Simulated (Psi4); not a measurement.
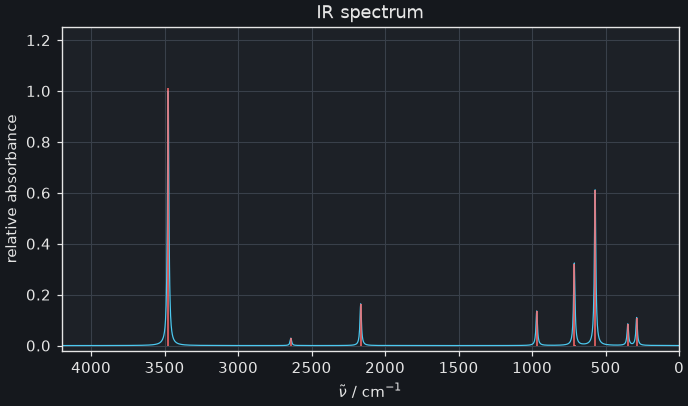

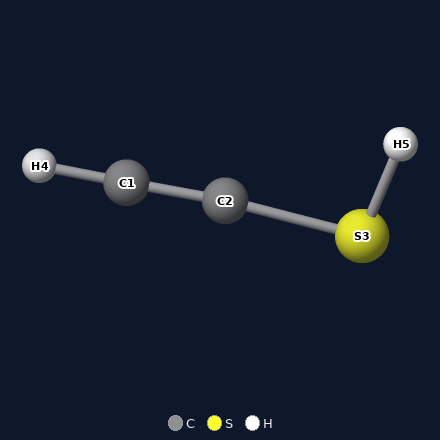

Infrared spectrum of C₂H₂S (ynol-type tautomer), SMILES C#CS. Unscaled harmonic wavenumbers and double-harmonic intensities, B3LYP/pcseg-1 with Psi4 1.11, at a geometry relaxed at this level, isolated molecule. Lorentzian lines of 12 cm⁻¹ full width. Close modes add up in the curve.

> Which lines are the most intense?

3475.5 cm⁻¹ (96.9 km/mol), 571.2 cm⁻¹ (58.6 km/mol) and 712.9 cm⁻¹ (30.9 km/mol).

> List the modes.

| cm⁻¹ | km/mol |
| --- | --- |
| 288.7 | 10.5 |
| 348.8 | 8.2 |
| 571.2 | 58.6 |
| 710.4 | 0.3 |
| 712.9 | 30.9 |
| 968.4 | 13.0 |
| 2165.9 | 15.7 |
| 2640.6 | 2.8 |
| 3475.5 | 96.9 |

Note: double-zeta basis.
